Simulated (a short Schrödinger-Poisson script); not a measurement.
Structure: gated In0.52Al0.48As/In0.53Ga0.47As δ-doped gas in a quantum well, at 20 K.

| layer | material | thickness (nm) | Na (cm⁻³) |
|---|---|---|---|
| 1 | In0.52Al0.48As | 10 | - |
| 2 | In0.52Al0.48As | 2 | - |
| 3 | In0.53Ga0.47As | 15 | - |
| 4 | In0.52Al0.48As | 4000 | 2e14 |

Constants are typed, rounded textbook-type inputs, not results; the design itself was drawn at random and stands for no fabricated device. In0.52Al0.48As: permittivity 12.5, conduction-band edge (eV) 0.52, gap (eV) 1.45, electron mass (mₑ) 0.075, Nv at 300 K (cm⁻³) 1.1e19. In0.53Ga0.47As: permittivity 13.9, conduction-band edge (eV) 0, gap (eV) 0.74, Nv at 300 K (cm⁻³) 7.7e18.

Channel valleys (confinement mass, in-plane density-of-states mass, number): Γ 0.041, 0.041, 1. At the gate the conduction-band edge of layer 1 lies 0.65 eV − eVg above the Fermi level of the channel; the field vanishes at the back. Sheet of ionised δ-doping: +3.4e12 e/cm² at 10 nm from the gate. The barrier under the gate holds no holes. Gaps are held at their typed values at every temperature. Mesh 0.08 nm at interfaces.

From a short Schrödinger-Poisson script (our own, NumPy): 1D Poisson equation in equilibrium, electrons quantum, Hartree plus LDA exchange-correlation (BenDaniel-Duke, 40 states a valley, the channel's in-plane mass for all, wave functions free to enter the barrier), parabolic valleys, classical holes, full ionisation, no traps, pinning or gate leakage.

Only gate voltages with over 1e8 electrons/cm² are shown.

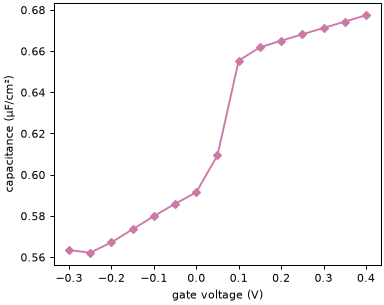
Figure: Quasi-static capacitance against gate voltage

```tsv
Vg (V)	electrons (cm⁻²)	in the channel layer	C (μF/cm²)	Γ E0 (meV)	Γ E1 (meV)
0.4	2.80e12	2.70e12	0.677	-130.1	-33.3
0.35	2.59e12	2.50e12	0.674	-122.6	-28.5
0.3	2.38e12	2.31e12	0.671	-115.2	-23.7
0.25	2.17e12	2.11e12	0.668	-107.9	-18.8
0.2	1.96e12	1.91e12	0.665	-100.7	-13.8
0.15	1.75e12	1.71e12	0.662	-93.7	-8.7
0.1	1.55e12	1.52e12	0.655	-86.7	-3.5
0.05	1.35e12	1.33e12	0.609	-78.6	3.4
0	1.16e12	1.15e12	0.591	-68.0	13.3
-0.05	9.81e11	9.67e11	0.586	-57.3	23.5
-0.1	7.99e11	7.89e11	0.580	-46.7	33.6
-0.15	6.19e11	6.12e11	0.574	-36.2	43.8
-0.2	4.42e11	4.37e11	0.567	-25.8	54.1
-0.25	2.66e11	2.63e11	0.562	-15.5	64.5
-0.3	9.03e10	8.95e10	0.563	-5.2	75.2
```

Subbands count from the Fermi level.
